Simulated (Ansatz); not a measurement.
**Geometry relaxation, with input and output: CH₇AlO (part 2 of 2)**

The same run, continued: CH₇AlO; RKS BLYP-D4/6-31G* (Ansatz 0.2.0). It belongs to a series of runs on one base structure; here: end point A relaxed.

Geometry of the input (Å):
```
Al -0.0642  -0.1947  0.0626
O  -0.0305  -0.3292  1.8206
H  -0.8837  -0.3270  2.2939
H  1.3950  -0.1920  -0.5818
C  -1.7467  -0.1025  -0.9618
H  -2.3617  -1.0137  -0.8490
H  -2.3755  0.7471  -0.6393
H  -1.5423  0.0211  -2.0400
H  0.2366  2.4027  0.9538
H  0.1759  1.8354  1.3813
```

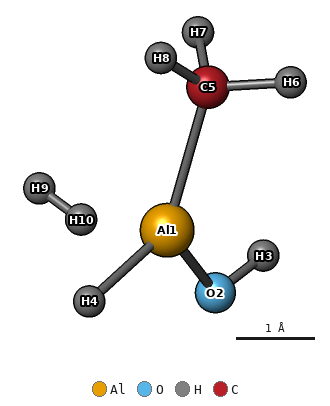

**Figure 1.** The geometry at step 9 of the log (ball-and-stick view, seen at an oblique angle; atoms are numbered from 1 in the order of the input).

Trajectory as extended XYZ, continued
```
10
Properties=species:S:1:pos:R:3:forces:R:3 step=2 energy=-9794.01238
Al   -0.0654   -0.2569    0.0652    0.0089  -0.1394   0.3234
O    -0.0478   -0.4723    1.8085   -0.1374   0.0909  -0.2990
H    -0.9007   -0.3858    2.2839    0.1260  -0.0614  -0.0720
H     1.3900   -0.2445   -0.5804   -0.0010  -0.0273   0.0038
C    -1.7464   -0.1142   -0.9580   -0.0030   0.0417   0.0033
H    -2.3715   -1.0196   -0.8561    0.0042  -0.0073   0.0069
H    -2.3672    0.7388   -0.6281   -0.0017  -0.0108  -0.0054
H    -1.5413    0.0241   -2.0342   -0.0004   0.0013   0.0073
H     0.2433    2.5972    0.9574   -0.0020   0.0796  -0.0216
H     0.2097    1.9804    1.3819    0.0064   0.0328   0.0531
10
Properties=species:S:1:pos:R:3:forces:R:3 step=3 energy=-9794.03349
Al   -0.0723   -0.3283    0.0387    0.0136   0.0383   0.2758
O    -0.0482   -0.4788    1.7835   -0.2476   0.0184  -0.1774
H    -0.9128   -0.4516    2.2497    0.2311  -0.0142  -0.1056
H     1.3826   -0.3248   -0.6070    0.0053  -0.0424  -0.0089
C    -1.7573   -0.1457   -0.9725   -0.0146  -0.0072   0.0028
H    -2.4037   -1.0349   -0.8593   -0.0080   0.0034  -0.0154
H    -2.3544    0.7246   -0.6429    0.0238  -0.0210   0.0078
H    -1.5571   -0.0175   -2.0508   -0.0022  -0.0113   0.0044
H     0.2721    2.7597    1.0338   -0.0035  -0.0528   0.0698
H     0.2540    2.1445    1.4668    0.0020   0.0887  -0.0533
10
Properties=species:S:1:pos:R:3:forces:R:3 step=4 energy=-9794.03943
Al   -0.0761   -0.3509    0.0254    0.0232  -0.0329   0.1350
O    -0.0504   -0.5036    1.7631   -0.2648   0.0415  -0.0323
H    -0.9147   -0.4758    2.2303    0.2473  -0.0083  -0.1024
H     1.3771   -0.3915   -0.6248   -0.0023  -0.0082  -0.0081
C    -1.7635   -0.1649   -0.9811   -0.0120   0.0175   0.0033
H    -2.4181   -1.0482   -0.8660    0.0112   0.0050  -0.0017
H    -2.3508    0.7106   -0.6484    0.0054  -0.0146  -0.0077
H    -1.5662   -0.0392   -2.0602   -0.0047  -0.0027   0.0020
H     0.2903    2.8649    1.0897   -0.0027   0.0082   0.0161
H     0.2752    2.2460    1.5122   -0.0007  -0.0054  -0.0042
10
Properties=species:S:1:pos:R:3:forces:R:3 step=5 energy=-9794.04039
Al   -0.0724   -0.3603    0.0161   -0.0890  -0.0237   0.2054
O    -0.0604   -0.5007    1.7557   -0.0720   0.0352  -0.1041
H    -0.9117   -0.4695    2.2396    0.1276   0.0018  -0.0986
H     1.3748   -0.4098   -0.6415    0.0306  -0.0126   0.0063
C    -1.7630   -0.1703   -0.9848    0.0467   0.0446  -0.0157
H    -2.4184   -1.0500   -0.8627   -0.0227  -0.0292  -0.0008
H    -2.3439    0.7091   -0.6524   -0.0038  -0.0078  -0.0011
H    -1.5691   -0.0488   -2.0647   -0.0134  -0.0057  -0.0065
H     0.2907    2.8936    1.1263    0.0010   0.1265  -0.0623
H     0.2762    2.2539    1.5085   -0.0051  -0.1292   0.0774
10
Properties=species:S:1:pos:R:3:forces:R:3 step=6 energy=-9794.04469
Al   -0.0757   -0.3949   -0.0098   -0.0831   0.0489   0.0199
O    -0.0482   -0.4699    1.7251   -0.0483   0.0123   0.0747
H    -0.8871   -0.4118    2.2261    0.1011  -0.0004  -0.0913
H     1.3670   -0.4786   -0.6746    0.0262  -0.0272   0.0016
C    -1.7702   -0.1933   -1.0032    0.0460   0.0193  -0.0156
H    -2.4386   -1.0601   -0.8593   -0.0284  -0.0237  -0.0042
H    -2.3336    0.7011   -0.6806   -0.0010  -0.0086   0.0021
H    -1.5856   -0.0941   -2.0872   -0.0075  -0.0072   0.0013
H     0.2914    2.9613    1.2345   -0.0025  -0.0865   0.0580
H     0.2834    2.2877    1.5691   -0.0025   0.0729  -0.0466
10
Properties=species:S:1:pos:R:3:forces:R:3 step=7 energy=-9794.04612
Al   -0.0787   -0.4140   -0.0371   -0.0531   0.0338  -0.0104
O    -0.0283   -0.4225    1.6981   -0.0104   0.0060   0.0724
H    -0.8525   -0.3455    2.2183    0.0578   0.0123  -0.0828
H     1.3575   -0.5612   -0.7103   -0.0006  -0.0155   0.0097
C    -1.7774   -0.2135   -1.0238    0.0198   0.0086  -0.0139
H    -2.4561   -1.0692   -0.8560   -0.0075  -0.0014  -0.0046
H    -2.3272    0.6944   -0.7145    0.0022  -0.0181  -0.0067
H    -1.6019   -0.1402   -2.1120   -0.0036  -0.0054   0.0242
H     0.2941    3.0209    1.3677   -0.0168  -0.4224   0.1506
H     0.2733    2.2980    1.6098    0.0123   0.4019  -0.1385
10
Properties=species:S:1:pos:R:3:forces:R:3 step=8 energy=-9794.05137
Al   -0.0772   -0.4111   -0.0440   -0.0294   0.0315  -0.0666
O    -0.0133   -0.3834    1.6889    0.0249  -0.0067   0.0823
H    -0.8344   -0.2853    2.2080    0.0055   0.0153  -0.0337
H     1.3541   -0.5856   -0.7217   -0.0049  -0.0159   0.0067
C    -1.7781   -0.2155   -1.0272    0.0085   0.0043   0.0008
H    -2.4582   -1.0686   -0.8508   -0.0031  -0.0012  -0.0057
H    -2.3268    0.6956   -0.7259    0.0048  -0.0150  -0.0052
H    -1.6037   -0.1529   -2.1158   -0.0030  -0.0046   0.0109
H     0.2761    2.9879    1.4024   -0.0070  -0.1963   0.0765
H     0.2644    2.2662    1.6262    0.0036   0.1886  -0.0660
10
Properties=species:S:1:pos:R:3:forces:R:3 step=9 energy=-9794.05419
Al   -0.0751   -0.4263   -0.0893    0.0748  -0.0217   0.2601
O     0.0350   -0.2904    1.6536   -0.1328   0.0149  -0.1962
H    -0.7731   -0.0991    2.1747    0.1332  -0.0390  -0.1333
H     1.3354   -0.7264   -0.7844   -0.0868   0.0199   0.0562
C    -1.7868   -0.2408   -1.0539   -0.0399   0.0098   0.0150
H    -2.4741   -1.0831   -0.8461    0.0419   0.0279  -0.0028
H    -2.3251    0.6833   -0.7729    0.0082  -0.0232  -0.0150
H    -1.6242   -0.2128   -2.1460   -0.0010   0.0014   0.0168
H     0.2439    2.9881    1.5745   -0.0079   0.0199   0.0261
H     0.2468    2.2548    1.7299    0.0104  -0.0098  -0.0268
10
Properties=species:S:1:pos:R:3:forces:R:3 step=10 energy=-9794.05646
Al   -0.0756   -0.4359   -0.0946    0.0311  -0.0181   0.0806
O     0.0362   -0.2791    1.6369   -0.0515   0.0182  -0.0524
H    -0.7692   -0.0746    2.1532    0.0610  -0.0145  -0.0601
H     1.3295   -0.7535   -0.7826   -0.0425   0.0063   0.0210
C    -1.7886   -0.2466   -1.0554   -0.0086   0.0135   0.0027
H    -2.4728   -1.0892   -0.8441    0.0136   0.0057  -0.0034
H    -2.3275    0.6772   -0.7772    0.0053  -0.0124  -0.0036
H    -1.6269   -0.2217   -2.1473   -0.0057  -0.0018   0.0020
H     0.2269    3.0160    1.6685    0.0260  -0.4192   0.0039
H     0.2708    2.2548    1.6828   -0.0287   0.4223   0.0093
10
Properties=species:S:1:pos:R:3:forces:R:3 step=11 energy=-9794.06073
Al   -0.0781   -0.4594   -0.1085    0.0077   0.0164  -0.0002
O     0.0447   -0.2579    1.6140   -0.0009  -0.0057  -0.0132
H    -0.7613   -0.0496    2.1244    0.0028   0.0131  -0.0009
H     1.3147   -0.8121   -0.7971   -0.0047  -0.0053   0.0050
C    -1.7924   -0.2606   -1.0652    0.0002  -0.0031   0.0112
H    -2.4697   -1.1099   -0.8601   -0.0036  -0.0015  -0.0124
H    -2.3363    0.6561   -0.7757    0.0015   0.0002   0.0046
H    -1.6344   -0.2236   -2.1571   -0.0015  -0.0070  -0.0010
H     0.2440    3.0553    1.7363   -0.0070   0.0971  -0.0008
H     0.2716    2.3090    1.7291    0.0056  -0.1042   0.0077
10
Properties=species:S:1:pos:R:3:forces:R:3 step=12 energy=-9794.06151
Al   -0.0775   -0.4589   -0.1130   -0.0162  -0.0223   0.0054
O     0.0486   -0.2395    1.6067    0.0105   0.0059  -0.0053
H    -0.7528   -0.0085    2.1143   -0.0043   0.0045   0.0017
H     1.3096   -0.8356   -0.7985    0.0046   0.0000  -0.0011
C    -1.7941   -0.2658   -1.0665   -0.0017   0.0032  -0.0122
H    -2.4666   -1.1238   -0.8828    0.0084  -0.0063   0.0243
H    -2.3453    0.6417   -0.7617   -0.0043  -0.0065  -0.0146
H    -1.6347   -0.2125   -2.1576    0.0029   0.0226  -0.0023
H     0.2417    3.0495    1.7521   -0.0036   0.0007   0.0026
H     0.2740    2.3005    1.7473    0.0039  -0.0017   0.0015
10
Properties=species:S:1:pos:R:3:forces:R:3 step=13 energy=-9794.06208
Al   -0.0813   -0.4745   -0.1256    0.0026   0.0318   0.0193
O     0.0588   -0.2011    1.5865   -0.0261  -0.0013  -0.0026
H    -0.7377    0.0587    2.0896    0.0270  -0.0145  -0.0188
H     1.2996   -0.8772   -0.8101   -0.0049  -0.0138   0.0052
C    -1.7991   -0.2790   -1.0760   -0.0062  -0.0091  -0.0104
H    -2.4656   -1.1423   -0.8945    0.0018  -0.0016   0.0096
H    -2.3556    0.6239   -0.7672    0.0020  -0.0080  -0.0044
H    -1.6411   -0.2191   -2.1672    0.0022   0.0108   0.0021
H     0.2372    3.0534    1.8157    0.0009  -0.0351   0.0050
H     0.2878    2.3047    1.7891    0.0009   0.0409  -0.0050
10
Properties=species:S:1:pos:R:3:forces:R:3 step=14 energy=-9794.06217
Al   -0.0821   -0.4812   -0.1432    0.0184  -0.0357   0.0631
O     0.0718   -0.1752    1.5642   -0.0709   0.0265  -0.0208
H    -0.7188    0.1122    2.0640    0.0748  -0.0290  -0.0514
H     1.2810   -0.9598   -0.8206   -0.0264   0.0233   0.0166
C    -1.8035   -0.2900   -1.0878   -0.0085   0.0275  -0.0084
H    -2.4536   -1.1682   -0.9151    0.0134   0.0060  -0.0066
H    -2.3752    0.5983   -0.7648    0.0036  -0.0130  -0.0031
H    -1.6489   -0.2103   -2.1785   -0.0053  -0.0058   0.0119
H     0.2253    3.0830    1.8991    0.0144  -0.1044  -0.0097
H     0.3068    2.3385    1.8231   -0.0136   0.1045   0.0083
10
Properties=species:S:1:pos:R:3:forces:R:3 step=15 energy=-9794.06273
Al   -0.0836   -0.4823   -0.1370    0.0094  -0.0078   0.0064
O     0.0674   -0.1806    1.5687   -0.0289   0.0119   0.0072
H    -0.7243    0.0993    2.0687    0.0298  -0.0116  -0.0158
H     1.2854   -0.9368   -0.8152   -0.0121   0.0038   0.0059
C    -1.8030   -0.2883   -1.0847   -0.0065   0.0083  -0.0067
H    -2.4561   -1.1645   -0.9146    0.0062   0.0028  -0.0008
H    -2.3727    0.6015   -0.7625    0.0026  -0.0101  -0.0031
H    -1.6463   -0.2096   -2.1750   -0.0013   0.0015   0.0071
H     0.2322    3.0761    1.8819    0.0044  -0.0285  -0.0025
H     0.3037    2.3324    1.8099   -0.0036   0.0298   0.0023
```

Summary

```json
{"quantity": "outcome", "value": "converged"}
{"quantity": "total energy", "value": "−9794.0631 eV"}
{"quantity": "mean-field energy", "value": "−9793.8031 eV"}
{"quantity": "largest force (length of the vector) at the end", "value": "0.036 eV/Å"}
{"quantity": "hardware", "value": "1 thread of Arm Neoverse V2, 24 GiB of memory available, shared host"}
{"quantity": "wall time", "value": "28 s"}
{"quantity": "peak memory", "value": "0.13 GiB"}
```
